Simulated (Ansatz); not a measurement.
**What a change does: single-point calculation on CH5GaOSi**

System: CH5GaOSi.
Method of the first run: RKS PBE-D4/def2-TZVPP (Ansatz 0.2.0).

The geometry comes from this level: PBE0-D4/def2-TZVP. Text and figures count atoms from 1; the logs count them from 0 in places.

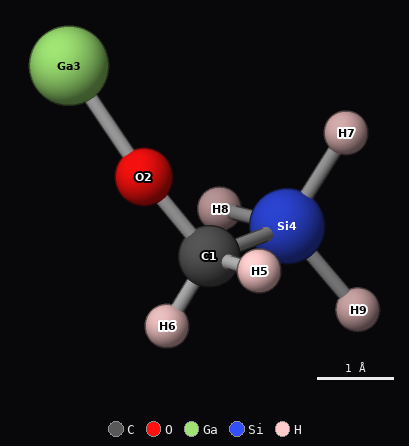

The structure as given in the input (ball-and-stick view, seen at a tilt; atoms are numbered from 1 in the order of the input). Sticks mark near contacts. Bond lengths as drawn: C–H 1.10 Å, C–O 1.40 Å, C–Si 1.89 Å, Ga–O 1.79 Å and H–Si 1.49 Å.

The input, the first run:
```yaml
crystal:
  periodic: [false, false, false]
  atoms:
    - {symbol: C, position_ang: [-0.139519, 0.815067, -0.232334]}
    - {symbol: O, position_ang: [0.569854, 0.487006, -1.390134]}
    - {symbol: Ga, position_ang: [1.511976, -0.178806, -2.758793]}
    - {symbol: Si, position_ang: [-0.245715, -0.684788, 0.913240]}
    - {symbol: H, position_ang: [0.345598, 1.648919, 0.294094]}
    - {symbol: H, position_ang: [-1.151967, 1.159641, -0.485273]}
    - {symbol: H, position_ang: [1.127315, -1.128797, 1.276449]}
    - {symbol: H, position_ang: [-0.930843, -1.800738, 0.206543]}
    - {symbol: H, position_ang: [-0.998199, -0.363604, 2.159108]}
basis:
  gaussian: {orbitals: def2-TZVPP}
hamiltonian: {xc: pbe, dispersion: d4}
output: {forces: true, orbitals: {seedname: orbitals}}
```

Launched with:
```bash
ansatz run in.yaml --threads 4 --pin off --events-out ev --progress --plain --max-ram 10444MiB
```

Hardware: 4 threads of Arm Neoverse V2, 23 GiB of memory available, shared host.

Output (the first run):
```
Functional definition: PBE
  parameter kappa = 0.804
  parameter beta = 0.06672455060314922
  exchange = pbe_x(kappa = kappa, mu = beta*pi^2/3)
  correlation = pbe_c(beta = beta)
1282 factors; their error is unknown
mean field evaluation 1: about -63395.3762 eV, gradient 7.7e1 eV
mean field evaluation 2: about -63225.4636 eV, gradient 2.3e2 eV
mean field evaluation 4: about -63405.7608 eV, gradient 3.1e1 eV
mean field evaluation 8: about -63407.2966 eV, gradient 2.0e-1 eV
mean field evaluation 16: about -63407.2658 eV, gradient 4.6e-3 eV
mean field -63407.26579570 eV, -2330.1740390037 hartree, gradient 1.9e-5 eV, S^2 0.000000; 0 other end points of the search recorded, 0 dependent functions left out
the calculation of the forces begins
reference -63407.26584031 eV, -2330.1740406428 hartree; 32, 32 occupied and 190, 190 virtual orbitals, 1282 factors
Total energy: -63407.47520353 eV, -2330.1817345994 hartree
Atom 0 at    -0.139519     0.815067    -0.232334 Å, force    -0.114934     0.039894     0.195170 eV/Å
Atom 1 at     0.569854     0.487006    -1.390134 Å, force     0.014522     0.052407    -0.065759 eV/Å
Atom 2 at     1.511976    -0.178806    -2.758793 Å, force     0.252650    -0.175863    -0.369373 eV/Å
Atom 3 at    -0.245715    -0.684788     0.913240 Å, force    -0.016108    -0.054884     0.065481 eV/Å
Atom 4 at     0.345598     1.648919     0.294094 Å, force     0.091403     0.179638     0.122859 eV/Å
Atom 5 at    -1.151967     1.159641    -0.485273 Å, force    -0.219463     0.078154    -0.038719 eV/Å
Atom 6 at     1.127315    -1.128797     1.276449 Å, force     0.135713    -0.040587     0.031732 eV/Å
Atom 7 at    -0.930843    -1.800738     0.206543 Å, force    -0.066150    -0.106561    -0.073219 eV/Å
Atom 8 at    -0.998199    -0.363604     2.159108 Å, force    -0.077634     0.027801     0.131828 eV/Å
Dipole moment:     0.016230     0.085320    -0.080573 e Å
```

The input of the second run differs as follows (lines with − go, lines with + come):
```diff
-hamiltonian: {xc: pbe, dispersion: d4}
+hamiltonian: {xc: {name: B3LYP}, dispersion: d4}
```

How does the second run compare with the first run?

The total energies belong to different models, so their difference says nothing on which is more stable or more accurate. The largest force goes from 0.481 to 0.371 eV/Å. The HOMO goes from −5.95 to −7.00 eV. The LUMO goes from −1.67 to −1.18 eV. On the same kind of shared host the second run took about 1.7 times as long.

Output (the second run):
```
Functional definition: B3LYP
  parameter a0 = 0.2
  parameter ax = 0.72
  parameter ac = 0.81
  exchange = (1 - a0 - ax)*slater_x + ax*b88_x + a0*exact_x
  correlation = (1 - ac)*vwn_rpa_c + ac*lyp_c
1320 factors; their error is unknown
mean field evaluation 1: about -63415.8450 eV, gradient 6.8e1 eV
mean field evaluation 2: about -63301.0495 eV, gradient 2.0e2 eV
mean field evaluation 4: about -63424.5311 eV, gradient 1.8e1 eV
mean field evaluation 8: about -63425.0972 eV, gradient 7.2e-2 eV
mean field evaluation 16: about -63425.2585 eV, gradient 2.5e-5 eV
mean field -63425.25853620 eV, -2330.8352600211 hartree, gradient 2.5e-5 eV, S^2 0.000000; 0 other end points of the search recorded, 0 dependent functions left out
the calculation of the forces begins
reference -63425.25881456 eV, -2330.8352702506 hartree; 32, 32 occupied and 190, 190 virtual orbitals, 1320 factors
Total energy: -63425.59956701 eV, -2330.8477926720 hartree
Atom 0 at    -0.139519     0.815067    -0.232334 Å, force    -0.194669     0.166789     0.268750 eV/Å
Atom 1 at     0.569854     0.487006    -1.390134 Å, force     0.029435     0.023227    -0.074062 eV/Å
Atom 2 at     1.511976    -0.178806    -2.758793 Å, force     0.144999    -0.099482    -0.212819 eV/Å
Atom 3 at    -0.245715    -0.684788     0.913240 Å, force    -0.006024    -0.140331     0.099689 eV/Å
Atom 4 at     0.345598     1.648919     0.294094 Å, force    -0.027883    -0.026655    -0.035199 eV/Å
Atom 5 at    -1.151967     1.159641    -0.485273 Å, force     0.051856    -0.000588     0.006434 eV/Å
Atom 6 at     1.127315    -1.128797     1.276449 Å, force    -0.085296     0.026678    -0.023242 eV/Å
Atom 7 at    -0.930843    -1.800738     0.206543 Å, force     0.043509     0.068715     0.043729 eV/Å
Atom 8 at    -0.998199    -0.363604     2.159108 Å, force     0.044074    -0.018353    -0.073279 eV/Å
Dipole moment:     0.029225     0.070151    -0.095654 e Å
```

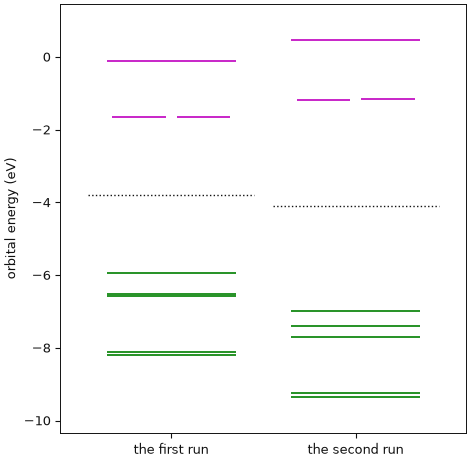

The five highest filled and three lowest empty orbital energies of the two runs; the dotted lines part filled from empty levels. The HOMO–LUMO gap is 4.28 eV in the first run and 5.82 eV in the second run.

The two runs side by side:

```csv
quantity,the first run,the second run
outcome,converged,converged
total energy (hartree),−2330.181735,−2330.847793
HOMO (eV),−5.95,−7.00
LUMO (eV),−1.67,−1.18
dipole moment (D),0.57,0.59
largest force (eV/Å),0.481,0.371
basis functions,222,222
wall time (shared host),2.2 s,3.8 s
```
